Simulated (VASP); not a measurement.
# Lu: cell size against the level of theory, part 2 of 2

How close do the usual functionals, with and without dispersion, come to the cell of Lu? LASPH is on for some levels and off for others; the table marks which. The start is a cell from a database of measured crystal structures.

VASP 6.6.1, plane waves and PAW; the level of theory is named at each step.

Still holding for the runs below: The data set Lu_3 holds the 4f electrons frozen in the core, so no f bands or f moments appear. The k-mesh is coarse for a metal.

So far. Step 2 (Relaxation with PBE): It ends with forces that vanish by symmetry and a pressure of 0.00 GPa. The volume lies -1.8 % from that of the database's start, which holds the thermal and zero-point expansion of its experiment. The conventional cell has a = 3.526 and c = 5.455 Å. Against its usual tendency, PBE gives a cell smaller than the listed one.

**3. Relaxation with LDA**

This step: LDA, 4f electrons in the core; plane waves and PAW (Lu_3) (VASP 6.6.1).

LDA, the lowest rung, knows the local density alone.

The input, INCAR:

```
SYSTEM = Lu
PREC = Accurate
ENCUT = 520
EDIFF = 1E-06
NELM = 100
ISMEAR = -1
SIGMA = 0.05
LREAL = .FALSE.
ALGO = Normal
GGA = CA
NBANDS = 15
LORBIT = 11
LWAVE = .FALSE.
LCHARG = .FALSE.
KPAR = 2
IBRION = 2
NSW = 60
ISIF = 3
EDIFFG = -0.01
```

The input, POSCAR:

```
Lu
1.0
    3.5176000000      0.0000000000      0.0000000000
   -1.7588000000      3.0463309604      0.0000000000
    0.0000000000      0.0000000000      5.5805000000
Lu
2
Direct
    0.3333333333      0.6666666667      0.2500000000
    0.6666666667      0.3333333333      0.7500000000
```

The input, KPOINTS:

```
Automatic mesh
0
Gamma
6 6 4
0 0 0
```

PAW data sets: Lu_3 (PBE family, release 64).

On the command line:

```sh
mpirun -np 2 vasp_std
```

The log of the run:

```text
[banner, memory and clock lines left out]
running    2 mpi-ranks, on    1 nodes
 distrk:  each k-point on    1 cores,    2 groups
 distr:  one band on    1 cores,    1 groups

 POSCAR found type information on POSCAR Lu
 POSCAR found :  1 types and       2 ions
|                                                                             |
|               ----> ADVICE to this user running VASP <----                  |
|                                                                             |
|     You enforced a specific xc type in the INCAR file but a different       |
|     [... a line on the potential file left out ...]
|     I HOPE YOU KNOW WHAT YOU ARE DOING!                                     |
|                                                                             |

 LDA part: xc-table for (Slater(with rela. corr.)+CA(PZ))
 , standard interpolation
 POSCAR, INCAR and KPOINTS ok, starting setup
 FFT: planning ... GRIDC
 FFT: planning ... GRID_SOFT
 FFT: planning ... GRID
 WAVECAR not read
 entering main loop
       N       E                     dE             d eps       ncg     rms          rms(c)
DAV:   1     0.461260653912E+02    0.46126E+02   -0.85869E+03  1092   0.129E+03
DAV:   2    -0.809784250322E+01   -0.54224E+02   -0.52854E+02  1133   0.649E+02
DAV:   3    -0.997597263119E+01   -0.18781E+01   -0.18229E+01   836   0.574E+01
DAV:   4    -0.101092161295E+02   -0.13324E+00   -0.12937E+00  1142   0.841E+00
DAV:   5    -0.101114758409E+02   -0.22597E-02   -0.22594E-02   844   0.250E+00    0.239E+01
DAV:   6    -0.100829175412E+02    0.28558E-01   -0.43546E-02  1092   0.385E+00    0.142E+01
DAV:   7    -0.100808478738E+02    0.20697E-02   -0.81211E-02  1082   0.525E+00    0.363E-01
DAV:   8    -0.100802901626E+02    0.55771E-03   -0.57515E-03  1076   0.955E-01    0.478E-02
DAV:   9    -0.100802975110E+02   -0.73485E-05   -0.22866E-04  1024   0.190E-01    0.272E-02
DAV:  10    -0.100802956730E+02    0.18380E-05   -0.15289E-05  1017   0.504E-02    0.264E-02
DAV:  11    -0.100802956502E+02    0.22849E-07   -0.47325E-07   602   0.139E-02
   1 F= -.10080296E+02 E0= -.10067348E+02  d E =-.100803E+02
 curvature:   0.00 expect dE= 0.000E+00 dE for cont linesearch  0.000E+00
 trial: gam= 0.00000 g(F)=  0.935E-50 g(S)=  0.302E+00 ort = 0.000E+00 (trialstep = 0.100E+01)
 search vector abs. value=  0.302E+00
 bond charge predicted
       N       E                     dE             d eps       ncg     rms          rms(c)
DAV:   1    -0.114655596494E+02   -0.13853E+01   -0.44010E+01   678   0.181E+02    0.791E+00
DAV:   2    -0.106824521904E+02    0.78311E+00   -0.32406E+00   988   0.316E+01    0.360E+00
DAV:   3    -0.101994891538E+02    0.48296E+00   -0.82692E-01   966   0.180E+01    0.151E+00
DAV:   4    -0.101991100267E+02    0.37913E-03   -0.61020E-02  1054   0.325E+00    0.102E+00
DAV:   5    -0.101988318524E+02    0.27817E-03   -0.59351E-03  1066   0.138E+00    0.577E-02
DAV:   6    -0.101987389859E+02    0.92866E-04   -0.43489E-04  1119   0.348E-01    0.273E-02
DAV:   7    -0.101987242291E+02    0.14757E-04   -0.32704E-05   976   0.622E-02    0.523E-03
DAV:   8    -0.101987238095E+02    0.41958E-06   -0.15900E-06   775   0.337E-02
   2 F= -.10198724E+02 E0= -.10184876E+02  d E =-.118428E+00
[...]
3 F= -.10207368E+02 E0= -.10193717E+02  d E =-.127073E+00
[...]
4 F= -.10207338E+02 E0= -.10193703E+02  d E =-.127043E+00
[...]
5 F= -.10208953E+02 E0= -.10196181E+02  d E =-.161440E-02
[...]
6 F= -.10209202E+02 E0= -.10196975E+02  d E =-.186396E-02
[...]
7 F= -.10209207E+02 E0= -.10196922E+02  d E =-.186888E-02
[...]
8 F= -.10209207E+02 E0= -.10196896E+02  d E =-.186846E-02
 curvature:  -1.02 expect dE=-0.638E-04 dE for cont linesearch -0.176E-06
 ZBRENT: accuracy reached
 trial: gam= 0.00462 g(F)=  0.391E-51 g(S)=  0.626E-04 ort = 0.205E-04 (trialstep = 0.106E+01)
 search vector abs. value=  0.628E-04
 bond charge predicted
       N       E                     dE             d eps       ncg     rms          rms(c)
DAV:   1    -0.102095024992E+02   -0.29563E-03   -0.90039E-03   706   0.258E+00    0.121E-01
DAV:   2    -0.102093300422E+02    0.17246E-03   -0.68369E-04   931   0.383E-01    0.529E-02
DAV:   3    -0.102092244737E+02    0.10557E-03   -0.18098E-04   974   0.288E-01    0.190E-02
DAV:   4    -0.102092234130E+02    0.10607E-05   -0.14421E-05  1017   0.557E-02    0.137E-02
DAV:   5    -0.102092234947E+02   -0.81711E-07   -0.61063E-07   435   0.225E-02
   9 F= -.10209223E+02 E0= -.10196896E+02  d E =-.166263E-04
 trial-energy change:   -0.000017  1 .order   -0.000022   -0.000067    0.000022
 step:   0.7085(harm=  0.7955)  dis= 0.00000  next Energy=   -10.209227 (dE=-0.206E-04)
 reached required accuracy - stopping structural energy minimisation
```

The job ended after 37 s (2 MPI ranks of Intel Xeon Platinum 8559C (Emerald Rapids), shared host; peak memory 0.31 GiB; 71 s of CPU time).

OUTCAR, selected parts (step 3):

```text
 Found     21 irreducible k-points:

   NELECT =      18.0000    total number of electrons

 E-fermi :   3.0134

 k-point     1 :       0.0000    0.0000    0.0000
  band No.  band energies     occupation
    ...
      4     -23.0935      2.00000
      5     -23.0935      2.00000
      6     -23.0282      2.00000
      7      -3.2953      2.00000
      8       0.3904      2.00000
      9       4.2104      0.00000
     10       5.1157      0.00000
     11       5.1157      0.00000
     12       5.7408      0.00000
     13       5.9680      0.00000
    ...

 k-point     2 :       0.1667    0.0000    0.0000
  band No.  band energies     occupation
    ...
      4     -23.2126      2.00000
      5     -23.1076      2.00000
      6     -23.0609      2.00000
      7      -2.5825      2.00000
      8       1.0645      2.00000
      9       3.5320      0.00006
     10       3.9629      0.00000
     11       5.2061      0.00000
     12       5.7398      0.00000
     13       5.8050      0.00000
    ...

  Total        0.0116763      0.0116763      0.0076963      0.0000000      0.0000000      0.0000000
  in kB        0.3520098      0.3520098      0.2320233      0.0000000      0.0000000      0.0000000
  external PRESSURE =       0.3120143 kB  Pullay stress =       0.0000000 kB

  energy-cutoff  :      520.00
  volume of cell :       53.14
      direct lattice vectors                 reciprocal lattice vectors
     3.414812857 -0.000000000 -0.000000000     0.292841817  0.169072302 -0.000000000
    -1.707406428  2.957314683  0.000000000    -0.000000000  0.338144603 -0.000000000
    -0.000000000  0.000000000  5.262547071     0.000000000  0.000000000  0.190022053

 POSITION                                       TOTAL-FORCE (eV/Angst)
 -----------------------------------------------------------------------------------
     -0.00000      1.97154      1.31564        -0.000000     -0.000000      0.000000
      1.70741      0.98577      3.94691         0.000000      0.000000      0.000000
 -----------------------------------------------------------------------------------
    total drift:                                0.000000     -0.000000      0.000000

  FREE ENERGIE OF THE ION-ELECTRON SYSTEM (eV)
  ---------------------------------------------------
  free  energy   TOTEN  =       -10.2092234947 eV

  energy  without entropy=      -10.1845690101  energy(sigma->0) =      -10.19689625

 total charge
# of ion       s       p       d       tot
------------------------------------------
    1        0.536   6.462   1.049   8.047
    2        0.536   6.462   1.049   8.047
--------------------------------------------------
tot          1.072  12.924   2.098  16.094

[... 9 parts as in an earlier step ...]

[... 5 further parts left out ...]
```

CONTCAR:

```
Lu
   1.00000000000000
     3.4148128568016078   -0.0000000000000000   -0.0000000000000000
    -1.7074064284008039    2.9573146832035269    0.0000000000000000
    -0.0000000000000000    0.0000000000000000    5.2625470709155469
  Lu
     2
Direct
     0.3333333332999970    0.6666666667000030    0.2500000000000000
     0.6666666667000030    0.3333333332999970    0.7500000000000000
```

The PAW data sets were made with PBE, a small mismatch for LDA. After so large a change of volume the plane waves of the start cell no longer fit, so the final stress carries a basis-set error.

The steps of the relaxation:

```tsv
step	energy less that of the first step (eV)	largest force (eV/Å)	pressure (GPa)	volume (Å³)
1	0.0000	0.0000	-5.39	59.80
2	-0.1184	0.0000	1.85	51.51
3	-0.1271	0.0000	0.14	53.05
4	-0.1270	0.0000	0.00	53.18
5	-0.1287	0.0000	-0.06	53.24
6	-0.1289	0.0000	-0.09	53.27
7	-0.1289	0.0000	-0.09	53.27
8	-0.1289	0.0000	-0.09	53.26
9	-0.1289	0.0000	0.03	53.14
```

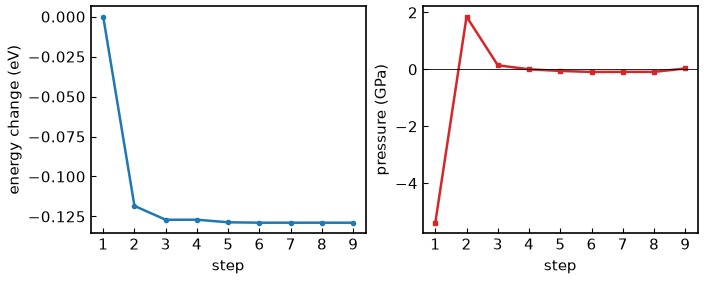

Energy and pressure along the relaxation.

```tsv
conventional cell, symmetrised	before	after	change
a (Å)	3.518	3.415	-2.9 %
b (Å)	3.518	3.415	-2.9 %
c (Å)	5.580	5.263	-5.7 %
volume (Å³/atom)	29.90	26.57	-11.1 %
```

Final coordinates:

```xyz
2
Lattice="3.4148 0.0000 0.0000 -1.7074 2.9573 0.0000 0.0000 0.0000 5.2625" Properties=species:S:1:pos:R:3 pbc="T T T"
Lu    0.0000    1.9715    1.3156
Lu    1.7074    0.9858    3.9469
```

This step gave:

```yaml
free_energy_toten: -10.21 eV
energy_at_zero_smearing: -10.20 eV
fermi_energy: 3.013 eV
pressure: 0.03120 GPa
scf_cycles_over_all_ionic_steps: 54
```

It ends at 26.57 Å³/atom, -11.1 % from the start, with 0.03 GPa left. The conventional cell has a = 3.415 and c = 5.263 Å.

**4. Relaxation with r2SCAN**

This step: r2SCAN, 4f electrons in the core; plane waves and PAW (Lu_3) (VASP 6.6.1).

r2SCAN adds the kinetic-energy density, costs more than a GGA and is run with LASPH.

Edit INCAR of step 3 so:

```diff
@@ -9,3 +9,4 @@
 ALGO = Normal
-GGA = CA
+METAGGA = R2SCAN
+LASPH = .TRUE.
 NBANDS = 15
```

POSCAR is that of step 3.

KPOINTS is that of step 3.

On the command line:

```sh
mpirun -np 2 vasp_std
```

The log of the run:

```text
[banner, memory and clock lines left out]
running    2 mpi-ranks, on    1 nodes
[...]
[... a notice as in an earlier step ...]

 LDA part: xc-table for (None), standard interpolation
 POSCAR, INCAR and KPOINTS ok, starting setup
[...]
entering main loop
       N       E                     dE             d eps       ncg     rms          rms(c)
DAV:   1    -0.142120564132E+02   -0.14212E+02   -0.87159E+03   981   0.132E+03
DAV:   2    -0.754157624208E+02   -0.61204E+02   -0.59815E+02  1124   0.686E+02
DAV:   3    -0.777506089302E+02   -0.23348E+01   -0.22945E+01   952   0.752E+01
DAV:   4    -0.778451696957E+02   -0.94561E-01   -0.91859E-01  1100   0.817E+00
[...]
DAV:  10    -0.761844445985E+02   -0.11549E-03   -0.42817E-05   858   0.698E-02    0.321E-02
DAV:  11    -0.761843993932E+02    0.45205E-04   -0.97227E-06  1086   0.613E-02    0.240E-03
DAV:  12    -0.761843993716E+02    0.21605E-07   -0.63561E-07   490   0.913E-03
   1 F= -.76184399E+02 E0= -.76172965E+02  d E =-.761844E+02
[... from here on, the cycles between the ionic steps are left out ...]
   2 F= -.76192627E+02 E0= -.76183201E+02  d E =-.822757E-02
   3 F= -.76192628E+02 E0= -.76183442E+02  d E =-.822888E-02
   4 F= -.76194782E+02 E0= -.76186811E+02  d E =-.215332E-02
   5 F= -.76194781E+02 E0= -.76186793E+02  d E =-.215263E-02
   6 F= -.76195103E+02 E0= -.76186889E+02  d E =-.322225E-03
   7 F= -.76195105E+02 E0= -.76186922E+02  d E =-.324453E-03
   8 F= -.76195094E+02 E0= -.76186941E+02  d E =-.312835E-03
[...]
reached required accuracy - stopping structural energy minimisation
```

The job ended after 3 min (2 MPI ranks; peak memory 0.37 GiB).

Parts of OUTCAR (step 4):

```text
  Total        0.0020246      0.0020246     -0.0029421      0.0000000      0.0000000     -0.0000000
  in kB        0.0556685      0.0556685     -0.0808961      0.0000000      0.0000000     -0.0000000
  external PRESSURE =       0.0101470 kB  Pullay stress =       0.0000000 kB

 POSITION                                       TOTAL-FORCE (eV/Angst)
 -----------------------------------------------------------------------------------
     -0.00000      2.03151      1.35858        -0.000000      0.000000      0.000000
      1.75934      1.01575      4.07573         0.000000     -0.000000      0.000000
 -----------------------------------------------------------------------------------
    total drift:                                0.000000     -0.000000      0.000000

  FREE ENERGIE OF THE ION-ELECTRON SYSTEM (eV)
  ---------------------------------------------------
  free  energy   TOTEN  =       -76.1950937176 eV

  energy  without entropy=      -76.1787879726  energy(sigma->0) =      -76.18694085

[... 2 parts as in an earlier step ...]

[... 2 further parts left out ...]
[key lines of the parts left out:]
E-fermi :   2.7266
```

The PAW data sets were made with PBE, which is usual practice but a small mismatch for other functionals.

The steps of the relaxation:

```tsv
step	energy less that of the first step (eV)	largest force (eV/Å)	pressure (GPa)	volume (Å³)
1	0.0000	0.0000	-1.05	59.80
2	-0.0082	0.0000	0.21	58.11
3	-0.0082	0.0000	0.37	57.92
4	-0.0104	0.0000	0.24	58.00
5	-0.0104	0.0000	0.24	57.99
6	-0.0107	0.0000	-0.08	58.37
7	-0.0107	0.0000	-0.04	58.32
8	-0.0107	0.0000	0.00	58.27
```

```tsv
conventional cell, symmetrised	before	after	change
a (Å)	3.518	3.519	+0.0 %
b (Å)	3.518	3.519	+0.0 %
c (Å)	5.580	5.434	-2.6 %
volume (Å³/atom)	29.90	29.13	-2.6 %
```

Final coordinates:

```
Lu
1.0
     3.51868    0.00000    0.00000
    -1.75934    3.04726    0.00000
     0.00000    0.00000    5.43431
Lu
2
Cartesian
  0.0000 2.0315 1.3586
  1.7593 1.0158 4.0757
```

It ends at 29.13 Å³/atom, -2.6 % from the start, with 0.00 GPa left. The conventional cell has a = 3.519 and c = 5.434 Å.

**5. Relaxation with PBE + D3(BJ)**

This step: PBE with D3(BJ), 4f electrons in the core; plane waves and PAW (Lu_3) (VASP 6.6.1).

A dispersion term adds the long-range attraction that semilocal functionals lack. D3 with Becke-Johnson damping keeps a finite attraction at short range.

Edit INCAR of step 4 so:

```diff
@@ -9,4 +9,4 @@
 ALGO = Normal
-METAGGA = R2SCAN
-LASPH = .TRUE.
+GGA = PE
+IVDW = 12
 NBANDS = 15
```

POSCAR is that of step 4.

KPOINTS is that of step 4.

On the command line:

```sh
mpirun -np 2 vasp_std
```

The log of the run:

```text
[... set-up lines as in an earlier step ...]
 entering main loop
       N       E                     dE             d eps       ncg     rms          rms(c)
[... 11 cycles as in an earlier step ...]
   1 F= -.96239545E+01 E0= -.96117097E+01  d E =-.962395E+01
[...]
2 F= -.96570431E+01 E0= -.96459226E+01  d E =-.330886E-01
[...]
3 F= -.96584202E+01 E0= -.96472642E+01  d E =-.344656E-01
[...]
4 F= -.96584120E+01 E0= -.96472486E+01  d E =-.344575E-01
[...]
5 F= -.96599219E+01 E0= -.96496103E+01  d E =-.150983E-02
[...]
6 F= -.96600076E+01 E0= -.96499678E+01  d E =-.159554E-02
[...]
reached required accuracy - stopping structural energy minimisation
```

It took 39 s on 2 MPI ranks; peak memory 0.37 GiB; 75 s of CPU time.

From OUTCAR (step 5):

```text
 Edisp (eV)   -0.73060

 Edisp (eV)   -0.73017

  Total      -0.01034    -0.01034     0.00402     0.00000     0.00000     0.00000
  in kB      -0.29361    -0.29361     0.11426     0.00000     0.00000     0.00000
  external pressure =       -0.16 kB  Pullay stress =        0.00 kB

 POSITION                                       TOTAL-FORCE (eV/Angst)
 -----------------------------------------------------------------------------------
     -0.00000      2.00941      1.34487         0.000000     -0.000000      0.000000
      1.74020      1.00470      4.03461        -0.000000      0.000000      0.000000
 -----------------------------------------------------------------------------------
    total drift:                                0.000000     -0.000000      0.000000

  FREE ENERGIE OF THE ION-ELECTRON SYSTEM (eV)
  ---------------------------------------------------
  free  energy   TOTEN  =        -9.6600075752 eV

  energy  without entropy=       -9.6399280886  energy(sigma->0) =       -9.64996783

[... 2 parts as in an earlier step ...]

[... 2 further parts left out ...]
[key lines of the parts left out:]
E-fermi :   3.0150
```

Dispersion corrections of this kind ignore metallic screening and tend to overbind metals.

Relaxation path:

```tsv
step	energy less that of the first step (eV)	largest force (eV/Å)	pressure (GPa)	volume (Å³)
1	0.0000	0.0000	-2.67	59.80
2	-0.0331	0.0000	0.79	55.58
3	-0.0345	0.0000	0.20	56.24
4	-0.0345	0.0000	0.12	56.31
5	-0.0360	0.0000	0.03	56.40
6	-0.0361	0.0000	-0.02	56.43
```

```tsv
conventional cell, symmetrised	before	after	change
a (Å)	3.518	3.480	-1.1 %
b (Å)	3.518	3.480	-1.1 %
c (Å)	5.580	5.379	-3.6 %
volume (Å³/atom)	29.90	28.22	-5.6 %
```

The relaxed structure:

```xyz
2
Lattice="3.4804 0.0000 0.0000 -1.7402 3.0141 0.0000 0.0000 0.0000 5.3795" Properties=species:S:1:pos:R:3 pbc="T T T"
Lu    0.0000    2.0094    1.3449
Lu    1.7402    1.0047    4.0346
```

It ends at 28.22 Å³/atom, -5.6 % from the start, with -0.02 GPa left. The conventional cell has a = 3.480 and c = 5.379 Å. Against plain PBE, the dispersion term moves a by -1.3 % and c by -1.4 %.

**6. The cells as a table**

This step: relaxed cells at several levels; plane waves and PAW (VASP 6.6.1).

Derived from the runs above.

Lengths are those of the conventional cell; cost is the wall time of each run, as given at its step, times its ranks, without the set-up around it; LASPH differs between rows, which moves results and costs too. Results by level, by row:

```tsv
level	volume (Å³/atom)	change from the start (%)	a (Å)	c (Å)	cost (core minutes)	LASPH
PBE	29.37	-1.8	3.526	5.455	0.767	off
LDA	26.57	-11.1	3.415	5.263	1.23	off
r2SCAN	29.13	-2.6	3.519	5.434	6.03	on
PBE + D3(BJ)	28.22	-5.6	3.48	5.379	1.3	off
```

**7. Results**

```
volume, PBE          : 29.37 Å³/atom
volume, LDA          : 26.57 Å³/atom
volume, r2SCAN       : 29.13 Å³/atom
volume, PBE + D3(BJ) : 28.22 Å³/atom
```

**Reading.** For Lu the levels give volumes between 26.57 Å³/atom (LDA) and 29.37 Å³/atom (PBE), a spread of 10.5 %, while the cost of the finished runs spans a factor of 7.9. Against the volume of the start, a cell from experiment, PBE comes nearest (-1.8 %) and LDA lies farthest (-11.1 %); thermal expansion is in that cell alone. Within 2 % of it: PBE. The costs hold the number of ionic steps as well as the price of the functional. Against the listed lengths the levels give a from -2.9 % to +0.2 % and c from -5.7 % to -2.2 %. Adding D3(BJ) to PBE changes the volume by -3.9 % (a by -1.3 % and c by -1.4 %). Pairwise corrections of the D and TS kind ignore the screening in a metal, so they may overbind here. Within 0.02 Å all end in space group P6_3/mmc; the runs can't lower the symmetry of the start. The k-sampling is coarse for a metal, so the Fermi level, pressures and the shape of the cell carry errors. LASPH is on for some levels and off for others, so differences between them are not the functional's alone. Each is a single relaxation on the plane waves of the start cell, so larger changes of volume carry a basis-set error that was not tested here. Zero-point and thermal expansion are not included.

[Lines on the potential files, build, host, timing and source positions are cut from VASP's logs without a mark.]

[Logs are printed without paths, hosts, clocks, repeated set-up lines and the standing remarks that a program may print on its own settings, such as how far it seeks lower states.]

[Hosts, paths, dates, database ids (printed as entryN), source tags and the programs' standing remarks are cut or masked in the printed files.]

[A measured line is paired with the nearest computed mode of its activity, which favours agreement.]
